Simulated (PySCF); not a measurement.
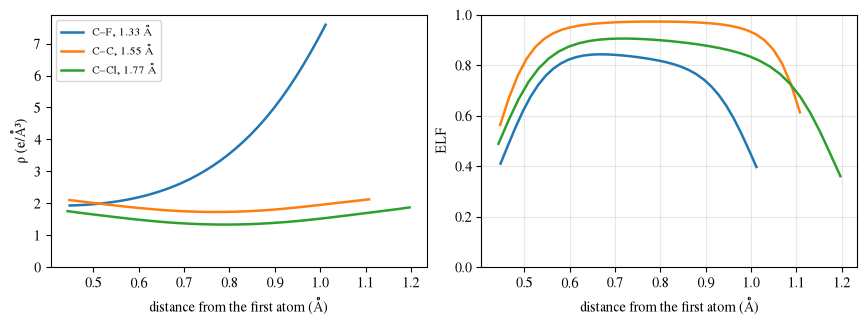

*C$_{5}$Cl$_{3}$F$_{9}$. Total electron density and ELF along straight lines between neighbouring atoms. The curves leave out the atomic cores.*

Geometry: GFN2-xTB.

Method: PBE0/6-31G*, SCF density, gas phase, non-relativistic (PySCF 2.14.0).

Input file:

```
{"job": {"xc": "PBE0", "basis": "6-31G*", "kind": "nmr", "pop": true}, "charge": 0, "multiplicity": 1}
F      2.466167     1.114500     1.361732
C      2.563027     0.436687     0.224959
F      2.692321     1.308180    -0.769522
F      3.676849    -0.283630     0.271501
C      1.325970    -0.483824     0.006808
F      1.403329    -0.972874    -1.252209
Cl     1.409374    -1.827114     1.168162
C     -0.010162     0.298369     0.197914
F     -0.245319     0.427573     1.514968
F      0.118212     1.551366    -0.275600
C     -1.221397    -0.385809    -0.512995
F     -1.137831    -1.726952    -0.361164
Cl    -1.179748     0.015202    -2.241320
C     -2.583131     0.072172     0.081238
F     -2.699900    -0.339749     1.347561
F     -2.660038     1.404838     0.093643
Cl    -3.924721    -0.596907    -0.865585
```

Launched as:

```sh
OMP_NUM_THREADS=1 python ens_run.py task.json out
```

Q: Compare the contacts.

A: C–F (1.33 Å): the density is about 2.5 e/Å³ at the midpoint; the ELF peaks at about 0.85 between the atoms: a shared but strongly polarised pair.
C–C (1.55 Å): ρ at the midpoint is about 1.7 e/Å³; the ELF peaks at about 1 between the atoms (a covalent bond).
C–Cl (1.77 Å): ρ at the midpoint is about 1.4 e/Å³; the ELF peaks at about 0.90 between the atoms (a covalent bond).
